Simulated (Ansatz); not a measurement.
## Be (P6_3/mmc, 2 atoms in the cell): Grüneisen parameters

Wanted: mode Grüneisen parameters of Be (P6_3/mmc, 2 atoms in the cell).

Method: DFT LDA, scalar-relativistic, plane waves, PAW; PAW set soft_1, in Ansatz 0.2.0.

### Step 1. The starting structure

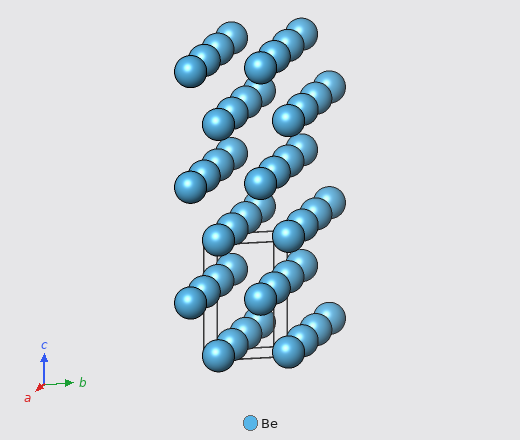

The cell as given, slightly off an axis (beryllium blue). 4×2×3 cells are drawn.

### Step 2. Phonons on a q mesh

The cell comes from relaxations at this level that are not shown. Stability and thermal properties need the whole zone. Linear response on a 6×6×4 q mesh gives force constants as far as a supercell of that size would.

input.yaml

```yaml
crystal:
  lattice:
    - [2.2278249395, 0.0, 0.0]
    - [-1.1139124697, 1.9293529928, 0.0]
    - [0.0, 0.0, 3.5113866065]
  atoms:
    - { symbol: Be, position: [0.3333333333, 0.6666666667, 0.25] }
    - { symbol: Be, position: [0.6666666667, 0.3333333333, 0.75] }
kpoints:
  mp_grid: { grid: [24, 24, 12] }
hamiltonian:
  xc: lda
  pseudopotentials: { kind: paw, azcp: { folder: soft_1 }, xc_functional: pbe }
scf:
  occupations: { method: methfessel_paxton, width: 0.2 }
output:
  eigenvalues: true
phonons:
  method: dfpt
  qmesh: [6, 6, 4]
  temperatures: { t_max: 1000, t_step: 50 }
  qpath:
    path:
      - [[0.0, 0.0, 0.0], [0.5, 0.0, 0.0], [0.33333333, 0.33333333, 0.0], [0.0, 0.0, 0.0], [0.0, 0.0, 0.5], [0.5, 0.0, 0.5], [0.33333333, 0.33333333, 0.5], [0.0, 0.0, 0.5]]
      - [[0.5, 0.0, 0.5], [0.5, 0.0, 0.0]]
      - [[0.33333333, 0.33333333, 0.5], [0.33333333, 0.33333333, 0.0]]
    npoints: 10
```

The run is started by

```
ansatz run input.yaml --threads 4 --pin off --max-ram 10240MiB --backend cpu --events-out ev --progress --plain --runs-dir out
```

Numbers of over 12 decimals in the logs are rounded to 6 here.

Output:

```text
Engine: ansatz 0.2.0, aarch64-unknown-linux-gnu
Pseudopotentials: kind: paw
Pseudopotential: Be, paw, valence charge 2, recommended cutoff 420 eV (normal), soft_1/Be.paw.azcp
Functional definition: SPW92
  exchange = slater_x
  correlation = pw_c
Crystal: 2 atoms, lattice volume = 15.093 Å³
Basis set: ecut = 420 eV, 299 PW (Γ), exchange–correlation on 30×30×48 points (8 copies of the dense FFT grid, shifted against one another)
Bands: 6, of which v1, the nominal top of the filled ones, is band 2 counted from 1 (1 counted from 0)
Symmetry: 24 space group operations
k-points: 427 of 6912
Non-local potential: Be, projectors of the file, l = 0: 2, l = 1: 2, l = 2: 1
PAW form: soft (Blöchl's): semilocal exchange-correlation on the pseudo side does not see the compensation charge
PAW frozen core: Be, regenerated for the run's functional, and the local potential with it (the file was generated under x = pbe(κ = 0.804, μ = 0.219515), c = pbe(β = 0.066725))
PAW one-centre angular grid: Be, 110 points (default); XC on 64 Gauss nodes
Initial density: superposition of atomic densities (chi_scale 0.1, normalization cell)
Initial wavefunctions: pseudopotential atomic-orbital guess
Functional: x = slater, c = lda
SCF iter   1: F=—  HF=-176.467323 eV  |F-HF|=—  |Δ(HF+E_count)|=         —  Δρ=1.54e-2  dr2=2.59e-2  ethr=3.10e-3  ⟨swp⟩=4.7  Hψ=21086  notcnv=0
preconditioner: auto → none  [metal: Δε(μ)=0.025 eV  Ē_g=13.227 eV  σ=0.200 eV  W_gap=0.11  n_scr=2 (ndim 8)  ℏωp=19.1 eV  f_vac=0.000  D(μ)=0.21/eV (n_scr^D=0)  sad-step TF]
SCF iter   2: F=—  HF=-176.468345 eV  |F-HF|=—  |Δ(HF+E_count)|=   1.02e-3  S|Δr|=    0.00e0  Δρ=9.43e-3  dr2=1.00e-2  ethr=6.47e-4  ⟨swp⟩=1.0  Hψ=5978  notcnv=0
SCF iter   3: F=—  HF=-176.467716 eV  |F-HF|=—  |Δ(HF+E_count)|=   6.28e-4  S|Δr|=    0.00e0  Δρ=4.88e-4  dr2=2.93e-5  ethr=2.50e-4  ⟨swp⟩=1.0  Hψ=2562  notcnv=0
SCF iter   4: F=—  HF=-176.467709 eV  |F-HF|=—  |Δ(HF+E_count)|=   6.79e-6  S|Δr|=    0.00e0  Δρ=2.22e-5  dr2=5.38e-8  ethr=7.31e-7  ⟨swp⟩=1.0  Hψ=2562  notcnv=0
SCF iter   5: F=—  HF=-176.467710 eV  |F-HF|=—  |Δ(HF+E_count)|=   1.57e-7  S|Δr|=    0.00e0  Δρ=2.58e-6  dr2=5.30e-10  ethr=1.35e-9  ⟨swp⟩=2.3  Hψ=3359  notcnv=0
SCF iter   6: F=-176.467710 eV  HF=-176.467710 eV  |F-HF|=6.82e-13  |Δ(HF+E_count)|=  4.92e-11  S|Δr|=    0.00e0  Δρ=2.13e-7  dr2=4.88e-12  ethr=1.00e-12  ⟨swp⟩=4.7  Hψ=6909  notcnv=0
the search or the solves at the SCF's close seem to have found levels that the self-consistency loop had missed (the run counts 1). By its estimate they hold under 1e-12 electrons; where the run keeps them, the occupations were computed again with them
SCF 1 converged in 6 iterations: F = -176.467710 eV  dr2 = 4.88e-12
  greatest PAW one-centre occupation: 0.364 electrons in one spin orbital (limit 2), on the Be atom at site 1 (counted from 0), in its partial waves of l = 0
NSCF: frozen V_eff on 427 k-points
NSCF: frozen V_eff on 1099 k-points
DFPT response loops at q = (0, 0, 0) (fractional): preconditioner auto → Kerker (q_TF=auto, 2.187 Å⁻¹) (partly filled bands, converged f_vac=0.000); β = 1.00, the filter's whole step (`scf.mixing.beta` (0.50) is not read by the response loops under this deck's `scf.mixing.preconditioner`; to damp them name `kerker` or `kerker_dos`, under which they read `scf.mixing.beta`, and type it under 1.00, their step now; both keys bind the ground state too); Broyden in place of MSR1
NSCF: frozen V_eff on 3768 k-points
DFPT response loops at q = (0, 0, 0.25) (fractional): mixed as the last ones told, above
NSCF: frozen V_eff on 2198 k-points
DFPT response loops at q = (0, 0, -0.5) (fractional): mixed as the last ones told, above
NSCF: frozen V_eff on 4200 k-points
DFPT response loops at q = (0, 0.166667, 0) (fractional): mixed as the last ones told, above
NSCF: frozen V_eff on 7200 k-points
DFPT response loops at q = (0, 0.166667, 0.25) (fractional): mixed as the last ones told, above
NSCF: frozen V_eff on 4200 k-points
DFPT response loops at q = (0, 0.166667, -0.5) (fractional): mixed as the last ones told, above
NSCF: frozen V_eff on 4200 k-points
DFPT response loops at q = (0, 0.333333, 0) (fractional): mixed as the last ones told, above
NSCF: frozen V_eff on 7200 k-points
DFPT response loops at q = (0, 0.333333, 0.25) (fractional): mixed as the last ones told, above
NSCF: frozen V_eff on 4200 k-points
DFPT response loops at q = (0, 0.333333, -0.5) (fractional): mixed as the last ones told, above
NSCF: frozen V_eff on 2198 k-points
DFPT response loops at q = (0, -0.5, 0) (fractional): mixed as the last ones told, above
NSCF: frozen V_eff on 3768 k-points
DFPT response loops at q = (0, -0.5, 0.25) (fractional): mixed as the last ones told, above
NSCF: frozen V_eff on 2198 k-points
DFPT response loops at q = (0, -0.5, -0.5) (fractional): mixed as the last ones told, above
NSCF: frozen V_eff on 8064 k-points
DFPT response loops at q = (0.166667, 0.166667, 0) (fractional): mixed as the last ones told, above
NSCF: frozen V_eff on 13824 k-points
DFPT response loops at q = (0.166667, 0.166667, 0.25) (fractional): mixed as the last ones told, above
NSCF: frozen V_eff on 8064 k-points
DFPT response loops at q = (0.166667, 0.166667, -0.5) (fractional): mixed as the last ones told, above
NSCF: frozen V_eff on 8064 k-points
DFPT response loops at q = (0.166667, 0.333333, 0) (fractional): mixed as the last ones told, above
NSCF: frozen V_eff on 13824 k-points
DFPT response loops at q = (0.166667, 0.333333, 0.25) (fractional): mixed as the last ones told, above
NSCF: frozen V_eff on 8064 k-points
DFPT response loops at q = (0.166667, 0.333333, -0.5) (fractional): mixed as the last ones told, above
NSCF: frozen V_eff on 4200 k-points
DFPT response loops at q = (0.333333, 0.333333, 0) (fractional): mixed as the last ones told, above
NSCF: frozen V_eff on 7200 k-points
DFPT response loops at q = (0.333333, 0.333333, 0.25) (fractional): mixed as the last ones told, above
NSCF: frozen V_eff on 4200 k-points
DFPT response loops at q = (0.333333, 0.333333, -0.5) (fractional): mixed as the last ones told, above
SCF converged after 6 iterations
Stability not checked: this state was not tested for a lower state beside it, because cold or Methfessel-Paxton smearing, or corrected tetrahedra, fill the levels in a way that the test cannot read (fill_not_monotonic; see scf.lower_state_search)
Free energy (F): -176.467710 eV
Harris-Foulkes:  -176.467710 eV  (|F-HF|=6.82e-13)
Internal energy: -176.467247 eV  (E = F + TS)
E sigma→0 (E₀):  -176.467594 eV
Entropy (-TS):   -0.000462 eV (-0.231 meV/atom)
Fermi energy:    8.326947 eV
--- Per-component energies (eV) ---
  E_band       = 12.863207
  E_kinetic    = 44.358468
  E_local      = 6.017343  (includes V_loc(G=0)·N_el)
  E_nonlocal   = 8.094409
  E_hartree    = 0.076495
  E_xc         = -41.053755
  E_vxc        = -42.316317  (∫ρ·V_xc dr)
  E_paw        = -109.225157  (= ΣΔE_a)
  E_vpaw       = -3.443685  (= ΣTr[D̂ρ^β])
  E_aug_tail   = -0.000001  (compensation charges beyond the density's cutoff)
  E_ewald      = -84.795623
  E_core_change = 0.060574  (= ΣΔE_core)
  E_smearing   = -0.000462  (= −TS)
  E_closure    = -0.000000  (closes the sum)
  Σ components = -176.467710   (vs F -176.467710, Δ=0.00e0)
--- Band table (eV; the first three rows and the last of 427) ---
  k-point 0: bands = ["-3.0929", "3.7435", "9.7323", "24.6946", "24.6946", "27.6184"]
  k-point 1: bands = ["-3.0328", "3.3995", "10.2204", "24.7504", "24.7504", "27.5970"]
  k-point 2: bands = ["-2.8524", "2.5963", "11.4548", "24.9152", "24.9152", "27.5235"]
  k-point 426: bands = ["7.1623", "7.1623", "8.7031", "8.7031", "15.1380", "15.1380"]
--- Phonons (Γ-DFPT): 2 representative perturbations + reference (Σ response iterations 6) ---
  ASR residual: 2.870e-5 → 0.000e0 eV/Å²; symmetrization residual: 1.568e-11 eV/Å²
  ASR residual per site (eV/Å²): 2.87e-5 2.87e-5
  Γ frequencies (cm⁻¹): 0.00 0.00 0.00 478.27 478.27 715.09
--- Phonons (arbitrary-q DFPT): 21 irreducible q on the 6×6×4 mesh ---
  q = [0.0000, 0.0000, 0.0000] (star 1, of the zone-centre solve; hermiticity 1.85e-12, symmetrization 9.25e-13): -0.00 -0.00 -0.00 478.27 478.27 715.09
  q = [0.0000, 0.0000, 0.2500] (star 2, 2 solved perturbations in 2616 linear systems a pass and spin channel, the states on 1884 of 6912 k-point pairs; hermiticity 1.26e-10, symmetrization 6.64e-11): 209.84 209.84 297.03 459.07 459.07 657.05
  q = [0.0000, 0.0000, -0.5000] (star 1, 2 solved perturbations in 1526 linear systems a pass and spin channel, the states on 1099 of 6912 k-point pairs; hermiticity 1.21e-10, symmetrization 1.07e-10): 370.63 370.63 370.63 370.63 519.18 519.18
  q = [0.0000, 0.1667, 0.0000] (star 6, 3 solved perturbations on 2100 of 6912 k-point pairs; hermiticity 3.71e-9, symmetrization 3.46e-11): 225.51 232.27 325.01 507.36 523.36 698.27
  q = [0.0000, 0.1667, 0.2500] (star 12, 3 solved perturbations on 3600 of 6912 k-point pairs; hermiticity 4.27e-9, symmetrization 2.01e-11): 277.34 294.19 429.24 477.88 480.20 681.31
  q = [0.0000, 0.1667, -0.5000] (star 6, 3 solved perturbations on 2100 of 6912 k-point pairs; hermiticity 1.19e-8, symmetrization 4.41e-10): 373.06 373.06 387.80 387.80 601.76 601.76
  q = [0.0000, 0.3333, 0.0000] (star 6, 3 solved perturbations on 2100 of 6912 k-point pairs; hermiticity 4.23e-9, symmetrization 2.14e-10): 363.02 375.27 548.15 564.79 579.69 641.56
  q = [0.0000, 0.3333, 0.2500] (star 12, 3 solved perturbations on 3600 of 6912 k-point pairs; hermiticity 9.36e-9, symmetrization 4.92e-11): 392.04 445.41 532.53 542.12 569.15 678.82
  q = [0.0000, 0.3333, -0.5000] (star 6, 3 solved perturbations on 2100 of 6912 k-point pairs; hermiticity 1.29e-8, symmetrization 1.20e-9): 460.09 460.09 489.44 489.44 654.53 654.53
  q = [0.0000, -0.5000, 0.0000] (star 3, 3 solved perturbations on 1099 of 6912 k-point pairs; hermiticity 3.30e-9, symmetrization 1.60e-8): 419.26 441.93 599.30 600.58 619.72 627.35
  q = [0.0000, -0.5000, 0.2500] (star 6, 3 solved perturbations on 1884 of 6912 k-point pairs; hermiticity 2.29e-8, symmetrization 6.49e-9): 447.83 499.10 572.48 582.74 632.54 657.31
  q = [0.0000, -0.5000, -0.5000] (star 3, 3 solved perturbations on 1099 of 6912 k-point pairs; hermiticity 2.46e-8, symmetrization 9.10e-9): 511.78 511.78 535.77 535.77 674.41 674.41
  q = [0.1667, 0.1667, 0.0000] (star 6, 2 solved perturbations in 6132 linear systems a pass and spin channel, the states on 4032 of 6912 k-point pairs; hermiticity 2.06e-9, symmetrization 2.86e-12): 320.68 339.75 475.93 567.38 589.69 659.92
  q = [0.1667, 0.1667, 0.2500] (star 12, 2 solved perturbations in 10512 linear systems a pass and spin channel, the states on 6912 of 6912 k-point pairs; hermiticity 5.66e-9, symmetrization 2.07e-12): 367.40 402.83 509.88 521.70 562.55 692.46
  q = [0.1667, 0.1667, -0.5000] (star 6, 2 solved perturbations in 6132 linear systems a pass and spin channel, the states on 4032 of 6912 k-point pairs; hermiticity 1.05e-8, symmetrization 8.94e-10): 420.74 420.74 492.92 492.92 644.59 644.59
  q = [0.1667, 0.3333, 0.0000] (star 12, 3 solved perturbations on 4032 of 6912 k-point pairs; hermiticity 7.64e-9, symmetrization 1.26e-15): 433.81 440.24 533.54 598.65 614.81 648.52
  q = [0.1667, 0.3333, 0.2500] (star 24, 3 solved perturbations on 6912 of 6912 k-point pairs: no pair is spared here; hermiticity 5.40e-9, symmetrization 2.98e-16): 442.10 480.00 548.01 593.09 635.56 669.41
  q = [0.1667, 0.3333, -0.5000] (star 12, 3 solved perturbations on 4032 of 6912 k-point pairs; hermiticity 5.77e-9, symmetrization 1.21e-11): 455.54 455.54 578.20 578.20 674.98 674.98
  q = [0.3333, 0.3333, 0.0000] (star 2, 2 solved perturbations in 2863 linear systems a pass and spin channel, the states on 2100 of 6912 k-point pairs; hermiticity 4.85e-9, symmetrization 3.98e-9): 516.87 516.87 522.65 522.65 565.36 670.50
  q = [0.3333, 0.3333, 0.2500] (star 4, 2 solved perturbations in 4908 linear systems a pass and spin channel, the states on 3600 of 6912 k-point pairs; hermiticity 4.04e-9, symmetrization 2.45e-9): 464.82 464.82 573.31 617.18 617.18 645.72
  q = [0.3333, 0.3333, -0.5000] (star 2, 2 solved perturbations in 2863 linear systems a pass and spin channel, the states on 2100 of 6912 k-point pairs; hermiticity 9.86e-10, symmetrization 5.52e-10): 440.33 440.33 611.94 611.94 670.28 670.28
  sum rule: each row above includes the acoustic sum rule's correction from the zone centre's row sums; it moved no ω² by more than (0.93 cm⁻¹)²
  mesh force constants: q→R imaginary residual 3.84e-19; ASR residual 2.870e-5 → 0.000e0 eV/Å²; symmetrization residual 1.066e-14 eV/Å²
  interpolated dispersion: 93 rows × 6 modes
  density of states and harmonic sums: on the 36×36×20 q-mesh, interpolated from the force constants of a 6×6×4 supercell (no non-analytic term)
  largest difference from the sums on the solved wave vectors: F 3.81e-3 eV, S 5.60e-6 and C_V 1.79e-6 eV/K
  zero-point energy: 0.193524 eV/cell   skipped modes (ω ≤ 0): 3   left out of the sums: 1.93e-5 of the cell's modes: C_V's classical limit lies that fraction below 3 k_B per atom; for a crystal, a wire or a layer, F and S can be off by more, and a phonons.interpolated_qmesh denser along its periods is the remedy for the sampling
```

Wall time 3.2 min (4 threads of Arm Neoverse V1, shared host); peak memory 1.8 GiB.

The column dr2 measures how far the density is from self-consistency, as an energy; F and HF (Harris–Foulkes) agree once it is small.

Numbers from this step:

| Property | Result |
| --- | --- |
| volume per atom | 7.546 Å³ |
| gap on the k-mesh | 0 eV |
| sum-rule residual before enforcement | 2.87e-5 eV/Å² |
| lowest frequency on the path | 0 cm⁻¹ |
| point group | 6/mmm |
| highest frequency on the path or at a solved wavevector | 715.1 cm⁻¹ |
| mean frequency | 520.3 cm⁻¹ |
| Debye temperature (second moment) | 990 K |
| logarithmic mean frequency | 505 cm⁻¹ |
| highest optical mode at the zone centre (no LO-TO term) | 715.1 cm⁻¹ |
| lowest optical zone-centre mode | 478.3 cm⁻¹ |
| lowest mode on the q mesh (acoustic modes at Γ apart) | 209.8 cm⁻¹ |
| zero-point energy per atom | 96.76 meV |
| heat capacity at 300 K | 15.22 J/(mol atoms K) |
| vibrational entropy at 300 K | 8.616 J/(mol atoms K) |

Frequencies (cm⁻¹) solved at each irreducible wavevector; negative means imaginary. Frequencies by wavevector, by row:

| q in reciprocal lattice units | star | mode 1 | mode 2 | mode 3 | mode 4 | mode 5 | mode 6 |
| --- | --- | --- | --- | --- | --- | --- | --- |
| 0 0 0 | 1 | 0 | 0 | 0 | 478.3 | 478.3 | 715.1 |
| 0 0 0.25 | 2 | 209.8 | 209.8 | 297 | 459.1 | 459.1 | 657 |
| 0 0 -0.5 | 1 | 370.6 | 370.6 | 370.6 | 370.6 | 519.2 | 519.2 |
| 0 0.1667 0 | 6 | 225.5 | 232.3 | 325 | 507.4 | 523.4 | 698.3 |
| 0 0.1667 0.25 | 12 | 277.3 | 294.2 | 429.2 | 477.9 | 480.2 | 681.3 |
| 0 0.1667 -0.5 | 6 | 373.1 | 373.1 | 387.8 | 387.8 | 601.8 | 601.8 |
| 0 0.3333 0 | 6 | 363 | 375.3 | 548.1 | 564.8 | 579.7 | 641.6 |
| 0 0.3333 0.25 | 12 | 392 | 445.4 | 532.5 | 542.1 | 569.1 | 678.8 |
| 0 0.3333 -0.5 | 6 | 460.1 | 460.1 | 489.4 | 489.4 | 654.5 | 654.5 |
| 0 -0.5 0 | 3 | 419.3 | 441.9 | 599.3 | 600.6 | 619.7 | 627.4 |
| 0 -0.5 0.25 | 6 | 447.8 | 499.1 | 572.5 | 582.7 | 632.5 | 657.3 |
| 0 -0.5 -0.5 | 3 | 511.8 | 511.8 | 535.8 | 535.8 | 674.4 | 674.4 |
| 0.1667 0.1667 0 | 6 | 320.7 | 339.8 | 475.9 | 567.4 | 589.7 | 659.9 |
| 0.1667 0.1667 0.25 | 12 | 367.4 | 402.8 | 509.9 | 521.7 | 562.5 | 692.5 |
| 0.1667 0.1667 -0.5 | 6 | 420.7 | 420.7 | 492.9 | 492.9 | 644.6 | 644.6 |
| 0.1667 0.3333 0 | 12 | 433.8 | 440.2 | 533.5 | 598.6 | 614.8 | 648.5 |
| 0.1667 0.3333 0.25 | 24 | 442.1 | 480 | 548 | 593.1 | 635.6 | 669.4 |
| 0.1667 0.3333 -0.5 | 12 | 455.5 | 455.5 | 578.2 | 578.2 | 675 | 675 |
| 0.3333 0.3333 0 | 2 | 516.9 | 516.9 | 522.6 | 522.6 | 565.4 | 670.5 |
| 0.3333 0.3333 0.25 | 4 | 464.8 | 464.8 | 573.3 | 617.2 | 617.2 | 645.7 |
| 0.3333 0.3333 -0.5 | 2 | 440.3 | 440.3 | 611.9 | 611.9 | 670.3 | 670.3 |

Symmetry leaves 21 wavevectors to solve. The lowest mode among them, the acoustic zeros apart, lies at q = (0, 0, 0.25) and is real, 210 cm⁻¹.

### Step 3. Relaxing at another volume, volume ratio 0.97

The volume is scaled by 0.97 and held, while shape and atoms relax as far as symmetry allows. The modes can then be followed against volume.

input.yaml, the sections that differ from step 2:

```yaml
crystal:
  lattice:
    - [2.2053201186, 0.0, 0.0]
    - [-1.1026600593, 1.9098632462, 0.0]
    - [0.0, 0.0, 3.4759156298]
  atoms:
    - { symbol: Be, position: [0.3333333333, 0.6666666667, 0.25] }
    - { symbol: Be, position: [0.6666666667, 0.3333333333, 0.75] }
output:
  forces: true
  stress: true
  eigenvalues: true
relax:
  adjacent_minimum: "off"
  f_tol: 0.001
  max_steps: 60
  cell: { stress_tol: 0.01, fix: [volume] }
# kpoints, hamiltonian, scf: as in step 2
# phonons: removed
```

Output:

```text
[...]
Crystal: 2 atoms, lattice volume = 14.640 Å³
Basis set: ecut = 420 eV, 287 PW (Γ)
Bands: 6, of which v1, the nominal top of the filled ones, is band 2 counted from 1 (1 counted from 0)
Symmetry: 24 space group operations
[...]
k-points: 427 of 6912
[...]
--- Relaxed structure (3 steps of the walk, 3 accepted, 1 SCFs on fresh bases) ---
  F+E_penalty+E_count = -176.46188835 eV   max|allowed force component| = 1.203e-16 eV/Å   (the final SCF, on the basis selected at the relaxed cell)
  cell:  # Å, volume = 14.6401 Å³
    - [2.204230, 0.0, 0.0]
    - [-1.102115, 1.908919, 0.0]
    - [0.0, 0.0, 3.479355]
  atoms:
    - { symbol: Be, position: [0.333333, 0.666667, 0.250000] }
    - { symbol: Be, position: [0.666667, 0.333333, 0.75] }
[key lines of the parts left out:]
SCF converged after 3 iterations
Free energy (F): -176.461888 eV
Fermi energy:    8.620408 eV
P = ⅓ Tr σ = 4.2030 GPa (42.030 kbar)
```

The job ended after 3.5 s (4 threads; peak memory 0.34 GiB; 13 s of CPU time).

Little changed from the start: no atom moved by 0.005 Å and no cell edge by 0.1 %.

This step gave:

| Quantity | Value |
| --- | --- |
| pressure | 4.203 GPa |
| volume per atom | 7.320 Å³ |

[end of part 1 of 2]

[Logs are printed without paths, hosts, clocks, repeated set-up lines and the standing remarks that a program may print on its own settings, such as how far it seeks lower states.]

[Hosts, paths, dates, database ids (printed as entryN), source tags and the programs' standing remarks are cut or masked in the printed files.]
